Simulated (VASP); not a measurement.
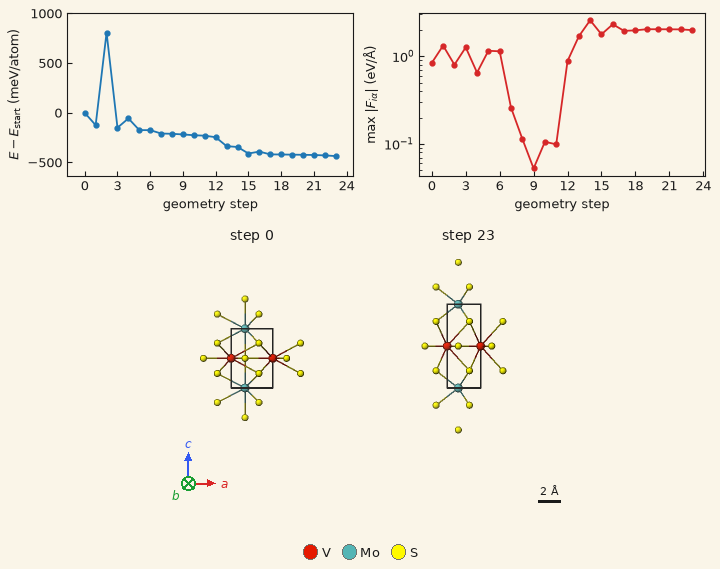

First and last geometry of a relaxation of solid VMoS3 (a generated structure, set up in P-6m2), with the history of the run. Style: ball-and-stick. Shown: the cell of the calculation, along the b axis.

The run lets cell and atoms move.

Method: Kohn-Sham DFT of a periodic cell, PBE, VASP PAW PBE potentials, recommended in VASP 6.6.1.

The input:
```
  ALGO = Fast
  EDIFF = 1E-4
  EDIFFG = -0.08
  ENCUT = 520
  GGA = PE
  IBRION = 2
  ISIF = 3
  ISMEAR = 0
  ISPIN = 2
  LASPH = True
  LCHARG = False
  LMAXMIX = 4
  LORBIT = 11
  LREAL = False
  LWAVE = False
  MAGMOM = 2 1 0 0 0
  NELM = 60
  NSW = 24
  PREC = Normal
  SIGMA = 0.15
```

Launched with:
```bash
cat potpaw_PBE.64/V_sv/POTCAR potpaw_PBE.64/Mo_sv/POTCAR potpaw_PBE.64/S/POTCAR > POTCAR
mpirun -np 1 vasp_std > vasp.out
```

### Read the history and describe the run.

The relaxation stopped without meeting its thresholds, so the last structure isn't shown to be converged. The energy falls by 435 meV per atom in 23 geometry steps. The largest force component goes from 0.84 to 2 eV/Å. The pressure goes from −7.06 to 2.93 GPa. The largest moves relative to the cell, 0.30 Å, are those of S atoms. Mo and V stay in place. The drawn cell changes as follows: a = b 4.439 → 3.564 Å (−19.7 %), c 5.481 → 7.740 Å (+41.2 %); the volume changes by −9.0 %. Some distances before and after: S–S 2.798 → 4.555 Å, Mo–S 2.740 → 3.870 Å, S–V 2.563 → 2.057 Å, S–S 2.683 → 3.185 Å. Bonds break, among them: Mo–S (2.74 → 3.87 Å). Bond angles that change, for instance: V–S–V 99.0° → 71.0°, V–S–Mo 80.4° → 100.9°, S–Mo–S 55.3° → 75.5°. The space group stays P-6m2 (No. 187). At step 2 the optimiser overshot: the energy rose above the start, and later steps came back. It ran on 1 thread of Intel(R) Xeon(R) 6975P-C (Granite Rapids) (shared host).

| step | E − E(0), meV/atom | largest force component, eV/Å | pressure, GPa | volume, Å³/atom |
| --- | --- | --- | --- | --- |
| 0 | 0.00 | 0.8406 | -7.06 | 18.708 |
| 1 | -123.93 | 1.3218 | -7.04 | 16.552 |
| 2 | 807.61 | 0.8005 | 94.77 | 10.977 |
| 3 | -149.94 | 1.2615 | -5.73 | 15.756 |
| 4 | -56.02 | 0.6505 | 25.55 | 13.243 |
| 5 | -174.07 | 1.1534 | 2.18 | 14.971 |
| 6 | -174.44 | 1.1378 | 2.95 | 14.884 |
| 7 | -208.31 | 0.2601 | 4.50 | 14.891 |
| 8 | -211.12 | 0.1146 | 5.78 | 14.887 |
| 9 | -217.55 | 0.0526 | -4.44 | 16.410 |
| 10 | -225.53 | 0.1058 | -0.61 | 15.719 |
| 11 | -230.17 | 0.0989 | -0.13 | 15.824 |
| 12 | -245.69 | 0.8814 | 0.73 | 16.104 |
| 13 | -335.63 | 1.6868 | 3.00 | 16.516 |
| 14 | -343.77 | 2.5708 | 7.86 | 16.797 |
| 15 | -409.48 | 1.7762 | 3.26 | 16.715 |
| 16 | -390.34 | 2.3108 | 5.63 | 16.798 |
| 17 | -418.49 | 1.9448 | 3.80 | 16.763 |
| 18 | -419.45 | 1.9723 | 3.75 | 16.792 |
| 19 | -421.02 | 2.0314 | 3.60 | 16.876 |
| 20 | -422.63 | 2.0299 | 3.68 | 16.893 |
| 21 | -424.57 | 2.0265 | 3.59 | 16.911 |
| 22 | -428.61 | 2.0218 | 3.34 | 16.949 |
| 23 | -435.41 | 1.9855 | 2.93 | 17.024 |

Limits of the set-up: only the magnetic order of this start and cell was tried (total moment 0.1 μB per cell).
